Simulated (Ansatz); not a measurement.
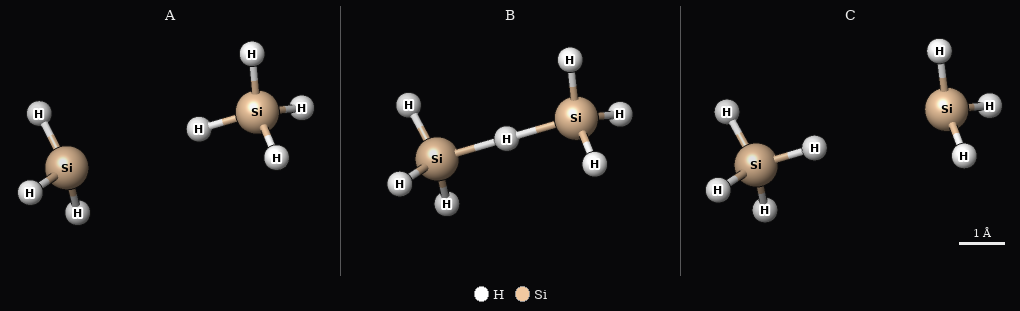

Three geometries of Si$_{2}$H$_{7}$ (multiplicity 2): a saddle point and the two relaxed ends that it joins, in shuffled order. Style: ball-and-stick. Shown from a free direction. Sticks join atoms that are closer than about 1.2 times the sum of their covalent radii (a little more with hydrogen).

Stationary points at PBE0-D4/def2-TZVP, single-point energies with CCSD(T)/CBS, RPA@PBE, CCSD(T) (def2-TZVPP where no basis is named; Ansatz 0.2.0). The energies are electronic, without zero-point or thermal terms, and both ends are the relaxed geometries reached downhill from the saddle, with any fragments still in contact. CCSD(T)/CBS stands for a frozen-core estimate: MP2 correlation extrapolated from def2-TZVPP and def2-QZVPP, CCSD(T) minus MP2 from the smaller set.

Which frame is the transition state, what reaction does it lead through, and what barrier is to be expected?

Answer. Frame B is the saddle point. From C over the saddle to A, a bond forms: H–Si (3.37 → 1.77 → 1.49 Å). A bond breaks: H–Si (1.49 → 1.77 → 3.37 Å). The saddle has one imaginary mode, 1012i cm⁻¹. The end C keeps a soft imaginary mode of 57i cm⁻¹, so it isn't quite a minimum. The end A keeps a soft imaginary mode of 57i cm⁻¹, so it isn't quite a minimum. With CCSD(T)/CBS the barrier is 0.46 eV from C and 0.46 eV from A, and A lies 0.00 eV below C.

| level | barrier from C (eV) | barrier from A (eV) | A less C (eV) |
| --- | --- | --- | --- |
| CCSD(T)/CBS | 0.46 | 0.46 | 0.00 |
| RPA@PBE | 0.52 | 0.52 | 0.00 |
| CCSD(T) | 0.50 | 0.50 | 0.00 |

Against CCSD(T)/CBS, CCSD(T) comes closest on the barrier from C (+0.03 eV) and RPA@PBE misses most (+0.06 eV).

Limits of the set-up: the start holds two separate molecules, 3.4 Å apart at their closest, whose relative position is a soft coordinate.
